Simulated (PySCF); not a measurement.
**C9H10, SMILES `CCC1c2ccccc21`: what the electrons do**

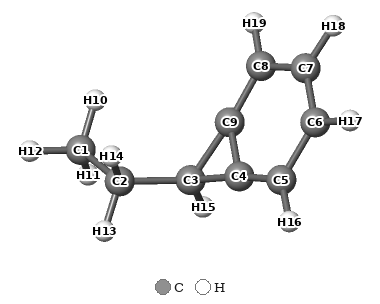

The molecule, with its atoms numbered as below. No frequency check shows the geometry to be a minimum.

Coordinates in Å:

```
C1      -3.2362    0.5255    0.2165
C2      -2.1855   -0.5634    0.4087
C3      -1.0690   -0.4236   -0.6058
C4       0.3209   -0.8448   -0.2738
C5       1.5290   -1.3772    0.0378
C6       2.5183   -0.3997    0.2659
C7       2.2619    0.9570    0.1889
C8       0.9896    1.4761   -0.1241
C9       0.0643    0.5104   -0.3507
H10     -2.7862    1.5082    0.3393
H11     -3.6675    0.4675   -0.7807
H12     -4.0366    0.4176    0.9446
H13     -2.6489   -1.5473    0.2963
H14     -1.7678   -0.4995    1.4161
H15     -1.4004   -0.5406   -1.6364
H16      1.7495   -2.4319    0.1133
H17      3.5180   -0.7257    0.5149
H18      3.0689    1.6496    0.3802
H19      0.8105    2.5406   -0.1683
```

### 1. Excited states

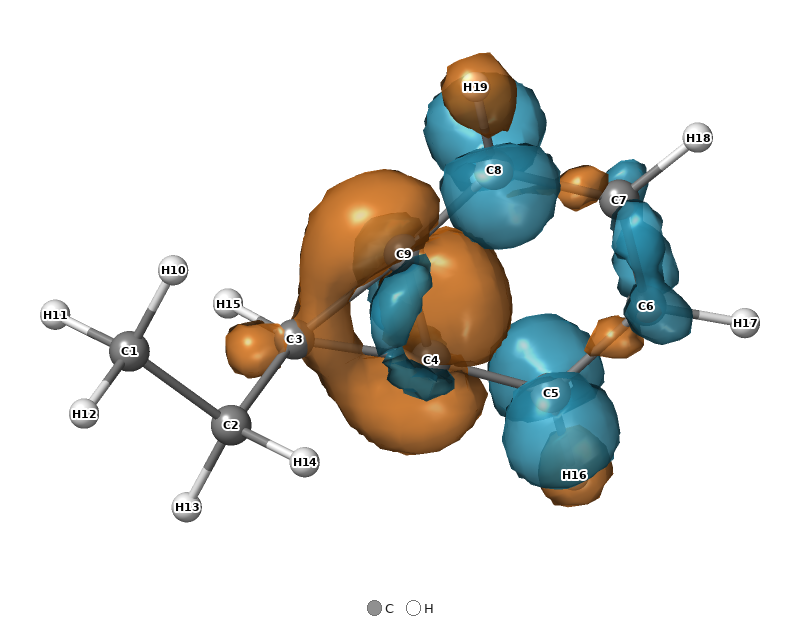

Unrelaxed difference density of S₂ less the ground state (TDA singlet states), ±0.04 e/Å³; light blue: gain, orange: loss.

Computed with PySCF, CAM-B3LYP/6-31G*, geometry: GFN2-xTB. Without diffuse functions Rydberg states are missing, so the states' numbers hold for this basis only.

Q: How does the charge move on excitation?

A: 0.76 e is displaced in all, of which about 0.5 e passes between atoms: C4 (0.19 e) and C9 (0.17 e) lose electrons and C8 (0.17 e) and C5 (0.16 e) gain them. The state: 6.17 eV (201 nm), f = 0.006; the leading pair carries 100 %; hole on C4 and C9 (28 % each), C3 (10 %) and C5 and C8 (6 % each), electron on C5 and C8 (23 % each), C9 (11 %) and C4 and C6 (9 % each); their centroids lie 0.8 Å apart.

### 2. Removing or adding an electron

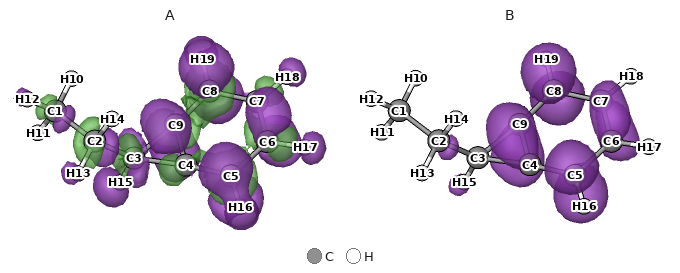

The Fukui function f⁺ from two separate SCF calculations and the density of the LUMO, at ±0.02 e/Å³ (purple positive, green negative).

Method: HF/cc-pVDZ; geometry: GFN2-xTB; program: PySCF.

Q: Which panel is which, and how good is the frozen-orbital picture?

A: A is f⁺ (it has negative regions), B the LUMO density. The LUMO lies on C5 and C8 (21 % each), C6 and C9 (10 % each) and C4 and C7 (8 % each); f⁺ (Hirshfeld-condensed) is largest on C5 (0.15), C8 (0.15) and C6 (0.09); the vertical electron affinity is −2.61 eV (the stability of the anion's solution wasn't checked; negative, but this basis has no diffuse functions, so it doesn't show that the anion is unbound). Relaxation shifts 21 % of the electron between atoms. The orbital energy is 3.58 eV.

### 3. Magnetic shielding

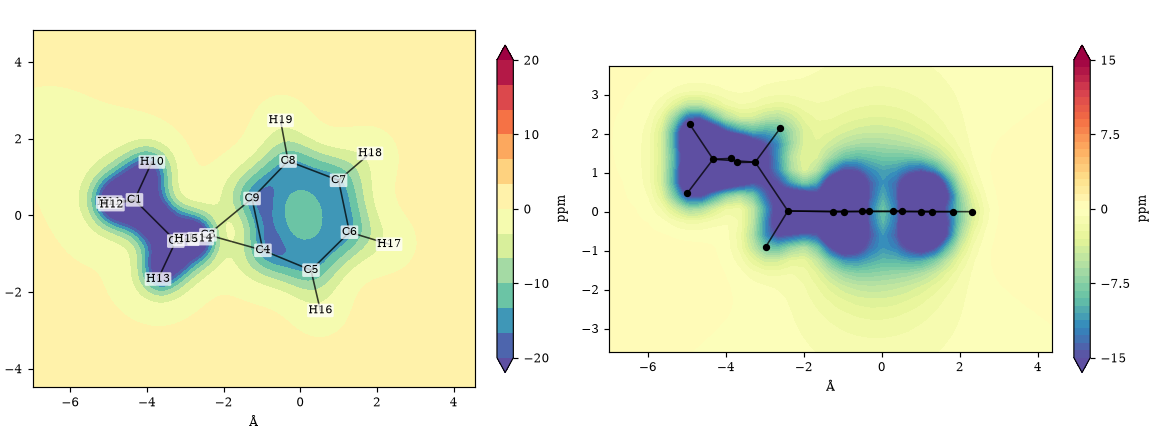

Isotropic NICS 1.0 Å above the plane of the 6-membered ring C4/C5/C6/C7/C8/C9 (left) and isotropic NICS in a plane perpendicular to the same ring (right); GIAO shieldings; atoms are projected onto the map; negative values mean shielding.

PySCF calculation, BP86/6-31G*, gas phase; geometry: GFN2-xTB.

Q: Is the ring aromatic by this magnetic criterion?

A: It is strongly diatropic (aromatic): NICS(0) = −8.6, NICS(1) = −10.9 and −11.0, NICS(1)zz = −26.0 and −26.5 (two faces) ppm. The 3-membered ring C3/C4/C9 is shielded above its centre; in a three-membered ring σ bonds weigh heavily, so the values alone don't measure π aromaticity: NICS(0) = −20.7, NICS(1) = −5.8 and −6.9, NICS(1)zz = −10.6 and −14.2 (two faces) ppm.

The PySCF runs shown took 16 min, 4.9 min and 2.9 min on 1 thread of AMD EPYC (Zen 3), on a shared host.
